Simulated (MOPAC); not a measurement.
# Frequency calculation, with input and output: Si₂H₄ClF (part 1 of 2)

Si₂H₄ClF, SMILES F[SiH]([SiH3])Cl, computed with PM7, closed shell, dispersion built in (MOPAC 23.2.5).

The geometry was optimised with PM7.

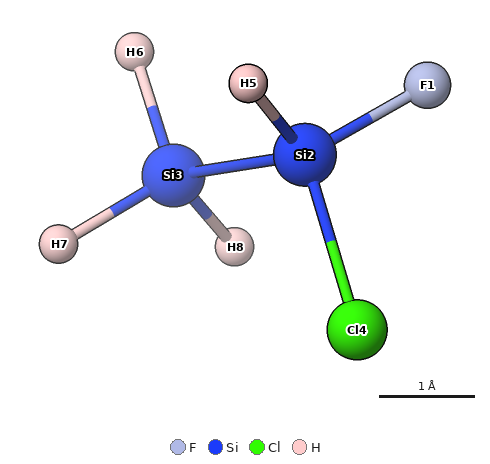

*The structure (ball-and-stick view, seen at a tilt; atoms are numbered from 1 in the order of the input).*

Bond lengths as drawn: Cl–Si 2.02 Å, F–Si 1.57 Å, H–Si 1.46 to 1.47 Å and Si–Si 2.20 Å.

**Results in brief**

| quantity | value |
| --- | --- |
| outcome | converged |
| heat of formation | −125.40 kcal/mol |
| basis functions | 35 |
| zero-point energy | 0.038076 hartree |
| wavenumbers, lowest and highest | 101 and 2291 cm⁻¹ |
| hardware | 1 thread of Arm Neoverse V1, 24 GiB of memory available, shared host |
| peak memory | 0.073 GiB |

**Notes**

MOPAC's energies along a path are heats of formation.

**Input (mol.mop)**
```
pm7 force thermo(298,398,100) threads=1 aux(precision=6)
ClFH4Si2, PM7

F     -1.296923 +1     1.725229 +1     0.181461 +1
Si    -0.354538 +1     0.790112 +1    -0.654095 +1
Si     0.495868 +1    -0.718895 +1     0.695307 +1
Cl    -1.492969 +1    -0.145598 +1    -2.041926 +1
H      0.683936 +1     1.591233 +1    -1.320921 +1
H      1.306086 +1    -0.101609 +1     1.747674 +1
H      1.351676 +1    -1.655604 +1    -0.036719 +1
H     -0.577612 +1    -1.484209 +1     1.334570 +1
```

Launch command:
```bash
mopac mol.mop
```

**What the program printed**
```
MOPAC v23.2.5
PM7 CALCULATION RESULTS

 *  PM7        - The PM7 Hamiltonian to be used
 *  FORCE      - FORCE CALCULATION SPECIFIED
 *  THREADS=1  - MULTI-THREADING NOT USED
 *  AUX        - OUTPUT AUXILIARY INFORMATION
 *  THERMO     - THERMODYNAMIC QUANTITIES TO BE CALCULATED
pm7 force thermo(298,398,100) threads=1 aux(precision=6)
 ClFH4Si2, PM7

   ATOM   CHEMICAL          X               Y               Z
  NUMBER   SYMBOL      (ANGSTROMS)     (ANGSTROMS)     (ANGSTROMS)

     1       F         -1.29692300  *   1.72522900  *   0.18146100  *
     2      Si         -0.35453800  *   0.79011200  *  -0.65409500  *
     3      Si          0.49586800  *  -0.71889500  *   0.69530700  *
     4      Cl         -1.49296900  *  -0.14559800  *  -2.04192600  *
     5       H          0.68393600  *   1.59123300  *  -1.32092100  *
     6       H          1.30608600  *  -0.10160900  *   1.74767400  *
     7       H          1.35167600  *  -1.65560400  *  -0.03671900  *
     8       H         -0.57761200  *  -1.48420900  *   1.33457000  *

          CARTESIAN COORDINATES

    NO.       ATOM           X           Y           Z

     1         F         -1.2969      1.7252      0.1815
     2        Si         -0.3545      0.7901     -0.6541
     3        Si          0.4959     -0.7189      0.6953
     4        Cl         -1.4930     -0.1456     -2.0419
     5         H          0.6839      1.5912     -1.3209
     6         H          1.3061     -0.1016      1.7477
     7         H          1.3517     -1.6556     -0.0367
     8         H         -0.5776     -1.4842      1.3346

           Empirical Formula: H4 F Si2 Cl  =     8 atoms

      MOLECULAR POINT GROUP   :   C1

      RHF CALCULATION, NO. OF DOUBLY OCCUPIED LEVELS = 13

          HEAT OF FORMATION =    -125.396554 KCALS/MOLE

          CARTESIAN COORDINATE DERIVATIVES

   NUMBER  ATOM         X            Y            Z

     1       F      0.001233     0.000304     0.000690
     2      Si      0.001710     0.000736    -0.001907
     3      Si     -0.002953     0.000622     0.003457
     4      Cl      0.000597     0.000025     0.001356
     5       H     -0.001604    -0.000796    -0.001689
     6       H      0.002650    -0.000760    -0.004322
     7       H     -0.000972    -0.000615    -0.000897
     8       H     -0.000661     0.000484     0.003310

 DIPOLE           X         Y         Z       TOTAL
 POINT-CHG.     2.641     2.014    -2.004     3.879
 HYBRID        -1.293    -0.791     0.535     1.607
 SUM            1.348     1.223    -1.469     2.339

          GRADIENT NORM =   0.00886

          MOLECULAR WEIGHT =  114.65

          ROTATIONAL CONSTANTS IN CM(-1)

          A =    0.14876552   B =    0.07779291   C =    0.05628982

           PRINCIPAL MOMENTS OF INERTIA IN UNITS OF 10**(-40)*GRAM-CM**2

          A =      188.1669   B =      359.8368   C =      497.2969

          ORIENTATION OF MOLECULE IN FORCE CALCULATION

    NO.       ATOM         X         Y         Z

     1          F      -1.6947   -0.2969   -0.5194
     2         Si      -0.1261   -0.2969   -0.5194
     3         Si       0.5656    1.7870   -0.5194
     4         Cl       0.4871   -1.1861    1.1927
     5          H       0.3754   -1.0515   -1.6787
     6          H       0.1238    2.4987   -1.7207
     7          H       2.0281    1.8551   -0.4714
     8          H       0.0364    2.4927    0.6506

    FIRST DERIVATIVES WILL BE USED IN THE CALCULATION OF SECOND DERIVATIVES

          ESTIMATED TIME TO COMPLETE CALCULATION =        0.38 SECONDS

    FOR POINT-GROUP C1   THERE ARE   1 UNIQUE SYMMETRY FUNCTIONS.

 STEP:   1 TIME =     0.01 SECS, INTEGRAL =      0.01 TIME LEFT: 172799.98
 STEP:   2 TIME =     0.01 SECS, INTEGRAL =      0.02 TIME LEFT: 172799.98
 STEP:   3 TIME =     0.01 SECS, INTEGRAL =      0.02 TIME LEFT: 172799.97
 STEP:   4 TIME =     0.02 SECS, INTEGRAL =      0.04 TIME LEFT: 172799.95
 STEP:   5 TIME =     0.01 SECS, INTEGRAL =      0.05 TIME LEFT: 172799.95
 STEP:   6 TIME =     0.01 SECS, INTEGRAL =      0.05 TIME LEFT: 172799.94
 STEP:   7 TIME =     0.02 SECS, INTEGRAL =      0.07 TIME LEFT: 172799.92
 STEP:   8 TIME =     0.01 SECS, INTEGRAL =      0.08 TIME LEFT: 172799.91
 STEP:   9 TIME =     0.01 SECS, INTEGRAL =      0.09 TIME LEFT: 172799.91
 STEP:  10 TIME =     0.02 SECS, INTEGRAL =      0.10 TIME LEFT: 172799.89
 STEP:  11 TIME =     0.01 SECS, INTEGRAL =      0.11 TIME LEFT: 172799.88
 STEP:  12 TIME =     0.01 SECS, INTEGRAL =      0.12 TIME LEFT: 172799.88
 STEP:  13 TIME =     0.01 SECS, INTEGRAL =      0.12 TIME LEFT: 172799.87
 STEP:  14 TIME =     0.02 SECS, INTEGRAL =      0.14 TIME LEFT: 172799.85
 STEP:  15 TIME =     0.01 SECS, INTEGRAL =      0.15 TIME LEFT: 172799.84
 STEP:  16 TIME =     0.01 SECS, INTEGRAL =      0.16 TIME LEFT: 172799.84
 STEP:  17 TIME =     0.01 SECS, INTEGRAL =      0.16 TIME LEFT: 172799.83
 STEP:  18 TIME =     0.01 SECS, INTEGRAL =      0.17 TIME LEFT: 172799.82
 STEP:  19 TIME =     0.02 SECS, INTEGRAL =      0.19 TIME LEFT: 172799.80
 STEP:  20 TIME =     0.01 SECS, INTEGRAL =      0.20 TIME LEFT: 172799.80
 STEP:  21 TIME =     0.01 SECS, INTEGRAL =      0.20 TIME LEFT: 172799.79
 STEP:  22 TIME =     0.01 SECS, INTEGRAL =      0.21 TIME LEFT: 172799.78
 STEP:  23 TIME =     0.02 SECS, INTEGRAL =      0.23 TIME LEFT: 172799.77
 STEP:  24 TIME =     0.01 SECS, INTEGRAL =      0.23 TIME LEFT: 172799.76

(To convert to Hartree/Bohr^2, multiply by (10^(-21) x N x a0^2)/(4.184 x 627.51) =  0.0642)

           FORCE MATRIX IN MILLIDYNES/ANGSTROM

                  F  1      Si  2      Si  3      Cl  4       H  5       H  6
 ------------------------------------------------------------------------------
     F    1   5.762946
    Si    2   5.278088   8.477065
    Si    3   0.223387   1.237283   6.992359
    Cl    4   0.319805   2.773572   0.204520   3.271255
     H    5   0.309444   2.770412   0.164422   0.225395   3.036728
     H    6   0.017667   0.171458   2.813441   0.026381   0.009736   3.020506
     H    7   0.032568   0.163107   2.813287   0.015204   0.008612   0.189512
     H    8   0.021017   0.177309   2.804143   0.019450   0.013227   0.185452

                  H  7       H  8
 ------------------------------
     H    7   3.020841
     H    8   0.186436   3.010822

          HEAT OF FORMATION =    -125.396554 KCALS/MOLE

          ZERO POINT ENERGY      23.893 KCAL/MOL

           NORMAL COORDINATE ANALYSIS (Total motion = 1 Angstrom)

   Root No.       1         2         3         4         5         6         7         8

                 1 A       2 A       3 A       4 A       5 A       6 A       7 A       8 A

                 101.0     123.7     186.6     229.1     423.2     508.5     516.5     586.8

           1   -0.0072   -0.0551    0.0203    0.0766   -0.0394    0.0054   -0.0110    0.0275
           2    0.0055   -0.0612    0.1601   -0.0356    0.0034    0.0008   -0.0108    0.0052
           3    0.0149   -0.0243   -0.0327    0.1821   -0.0051   -0.0011   -0.0030   -0.0044
           4   -0.0073   -0.0566    0.0222    0.0767   -0.0300    0.0037   -0.0077    0.0172
           5    0.0010   -0.0163   -0.0655   -0.0263   -0.0971    0.0246    0.0210   -0.0919
           6   -0.0001   -0.0447   -0.0295   -0.1086   -0.0446   -0.0024    0.0155    0.1342
           7    0.0000    0.0469   -0.0622   -0.0080    0.0394   -0.0203    0.0289   -0.0009
           8   -0.0016   -0.0532   -0.0600   -0.0001    0.1171   -0.0058   -0.0160    0.0293
           9   -0.0003    0.0703    0.0254    0.0151   -0.0080   -0.0306   -0.0161   -0.0136
          10    0.0099    0.0318    0.0315   -0.0909    0.0157    0.0050   -0.0005   -0.0325
          11   -0.0023    0.0942    0.0223    0.0411   -0.0212   -0.0126   -0.0002    0.0503
          12   -0.0078   -0.0157    0.0161   -0.0258    0.0401    0.0164   -0.0041   -0.1033
          13   -0.0175   -0.0593   -0.0591   -0.0404   -0.1117    0.0068   -0.0125    0.0519
          14   -0.0004   -0.0267   -0.1612   -0.0658   -0.1993   -0.0086   -0.0123   -0.1136
          15   -0.0036   -0.0377    0.0032   -0.1226   -0.0005    0.0188    0.0317    0.1597
          16    0.2694    0.1121   -0.1078   -0.0104    0.0422    0.1754   -0.1290    0.0922
          17   -0.0778    0.0780   -0.0382    0.0825    0.2059    0.3424    0.0267    0.1831
          18   -0.1443    0.1252    0.0548    0.0660    0.0521    0.1153    0.0664    0.0574
          19   -0.0098    0.0524   -0.0697   -0.0145    0.0295   -0.0084   -0.0004    0.0029
          20   -0.0092   -0.1676    0.0636    0.0848    0.1527   -0.2195    0.3511   -0.0999
          21    0.3151    0.0869    0.0466    0.0724    0.0499    0.1120    0.0678    0.0696
          22   -0.2532    0.0879   -0.1391   -0.0944   -0.0318    0.0121   -0.2246    0.0217
          23    0.0801   -0.1059   -0.1667   -0.1400   -0.0359   -0.2109   -0.2958   -0.0931
          24   -0.1640    0.1211    0.0573    0.0625    0.0496    0.1158    0.0514    0.0708

   Root No.       9        10        11        12        13        14        15        16

                 9 A      10 A      11 A      12 A      13 A      14 A      15 A      16 A

                 688.5     761.1     833.5     851.8     856.8     915.0    2276.5    2278.7

           1   -0.0045   -0.0176   -0.0042   -0.0051   -0.0039    0.3850   -0.0000    0.0000
           2    0.0138    0.0171    0.0012   -0.0008   -0.0001    0.0009    0.0001   -0.0000
           3    0.0022    0.0262    0.0007   -0.0001    0.0002   -0.0020    0.0001   -0.0000
           4   -0.0044   -0.0242    0.0012    0.0024    0.0015   -0.2633   -0.0006   -0.0004
           5   -0.0404   -0.0086   -0.0043    0.0009   -0.0007   -0.0033    0.0008    0.0001
           6    0.0087   -0.0251    0.0008   -0.0010    0.0014   -0.0095    0.0013   -0.0003
           7    0.0051    0.0038   -0.0074   -0.0139   -0.0110   -0.0003    0.0106   -0.0215
           8    0.0025    0.0015   -0.0276    0.0044    0.0007    0.0026   -0.0048    0.0072
           9   -0.0114   -0.0011   -0.0023   -0.0106    0.0151   -0.0005   -0.0199   -0.0132
          10   -0.0003    0.0036   -0.0002    0.0002   -0.0001    0.0024   -0.0000    0.0000
          11    0.0059   -0.0025    0.0006    0.0001    0.0001   -0.0042    0.0000    0.0000
          12    0.0100   -0.0029   -0.0005    0.0003   -0.0002    0.0080    0.0000    0.0000
          13    0.1241    0.7914    0.0242   -0.0068    0.0107   -0.0846    0.0210   -0.0002
          14    0.6492    0.0153    0.0205    0.0001    0.0146    0.0354   -0.0311    0.0003
          15   -0.3834    0.3222   -0.0070   -0.0044   -0.0045    0.0327   -0.0475    0.0004
          16   -0.0147   -0.0179    0.1060    0.0868    0.3824    0.0515    0.0687    0.1321
          17    0.0257   -0.0185    0.2595   -0.1812   -0.0188   -0.0057   -0.1057   -0.2306
          18    0.0144   -0.0043    0.1217   -0.1476   -0.1468   -0.0232    0.1620    0.3850
          19    0.0013    0.0024   -0.0207   -0.0213    0.0009   -0.0133   -0.1803    0.4834
          20   -0.0070   -0.0061    0.3049    0.1501    0.1332    0.1279   -0.0121    0.0294
          21    0.0321    0.0075    0.0328    0.2428   -0.3680    0.0011   -0.0165    0.0092
          22   -0.0368   -0.0030    0.1473    0.3516   -0.0507    0.0487   -0.1879   -0.0055
          23   -0.0793   -0.0255    0.2610   -0.1075   -0.1309   -0.0098    0.2600   -0.0039
          24    0.0194    0.0115   -0.1006    0.2231    0.0655    0.0275    0.4193   -0.0194

   Root No.      17        18

                17 A      18 A

                2285.1    2290.7

           1    0.0006    0.0002
           2   -0.0006    0.0000
           3   -0.0008   -0.0000
           4    0.0095    0.0003
           5   -0.0131   -0.0017
           6   -0.0209   -0.0012
           7    0.0020   -0.0047
           8   -0.0001   -0.0100
           9   -0.0033    0.0022
          10    0.0000   -0.0000
          11   -0.0001    0.0000
          12   -0.0004   -0.0001
          13   -0.2731   -0.0170
          14    0.4045    0.0266
          15    0.6186    0.0392
          16    0.0240   -0.1053
          17   -0.0359    0.1639
          18    0.0604   -0.2804
          19   -0.0712    0.3374
          20   -0.0026    0.0130
          21   -0.0039    0.0123
          22   -0.0117   -0.0944
          23    0.0182    0.1206
          24    0.0270    0.2062

           MASS-WEIGHTED COORDINATE ANALYSIS (NORMAL COORDINATES)

   Root No.       1         2         3         4         5         6         7         8

                 1 A       2 A       3 A       4 A       5 A       6 A       7 A       8 A

                 101.0     123.7     186.6     229.1     423.2     508.5     516.5     586.8

           1   -0.0564   -0.2350    0.0854    0.2529   -0.1702    0.0395   -0.0800    0.1009
           2    0.0433   -0.2607    0.6741   -0.1176    0.0148    0.0062   -0.0784    0.0191
           3    0.1166   -0.1036   -0.1376    0.6010   -0.0220   -0.0083   -0.0219   -0.0161
           4   -0.0691   -0.2936    0.1136    0.3078   -0.1572    0.0326   -0.0681    0.0767
           5    0.0094   -0.0847   -0.3356   -0.1055   -0.5094    0.2189    0.1861   -0.4089
           6   -0.0009   -0.2315   -0.1509   -0.4357   -0.2338   -0.0210    0.1374    0.5972
           7    0.0002    0.2428   -0.3183   -0.0322    0.2067   -0.1804    0.2559   -0.0038
           8   -0.0147   -0.2757   -0.3071   -0.0006    0.6147   -0.0515   -0.1417    0.1303
           9   -0.0027    0.3644    0.1300    0.0608   -0.0422   -0.2719   -0.1430   -0.0606
          10    0.1059    0.1852    0.1811   -0.4099    0.0926    0.0499   -0.0049   -0.1627
          11   -0.0247    0.5484    0.1280    0.1854   -0.1252   -0.1261   -0.0019    0.2516
          12   -0.0831   -0.0914    0.0928   -0.1163    0.2365    0.1640   -0.0405   -0.5166
          13   -0.0314   -0.0582   -0.0573   -0.0307   -0.1110    0.0114   -0.0210    0.0438
          14   -0.0006   -0.0262   -0.1564   -0.0500   -0.1981   -0.0145   -0.0207   -0.0958
          15   -0.0065   -0.0370    0.0031   -0.0932   -0.0005    0.0317    0.0532    0.1346
          16    0.4841    0.1101   -0.1046   -0.0079    0.0419    0.2952   -0.2165    0.0778
          17   -0.1398    0.0766   -0.0371    0.0627    0.2047    0.5762    0.0449    0.1544
          18   -0.2592    0.1229    0.0531    0.0502    0.0518    0.1940    0.1115    0.0484
          19   -0.0175    0.0515   -0.0676   -0.0110    0.0294   -0.0141   -0.0007    0.0025
          20   -0.0165   -0.1645    0.0617    0.0645    0.1518   -0.3693    0.5892   -0.0843
          21    0.5661    0.0853    0.0452    0.0551    0.0496    0.1885    0.1138    0.0587
          22   -0.4549    0.0863   -0.1349   -0.0718   -0.0316    0.0203   -0.3769    0.0183
          23    0.1438   -0.1040   -0.1617   -0.1064   -0.0357   -0.3548   -0.4965   -0.0785
          24   -0.2946    0.1189    0.0556    0.0475    0.0493    0.1948    0.0863    0.0597

   Root No.       9        10        11        12        13        14        15        16

                 9 A      10 A      11 A      12 A      13 A      14 A      15 A      16 A

                 688.5     761.1     833.5     851.8     856.8     915.0    2276.5    2278.7
```
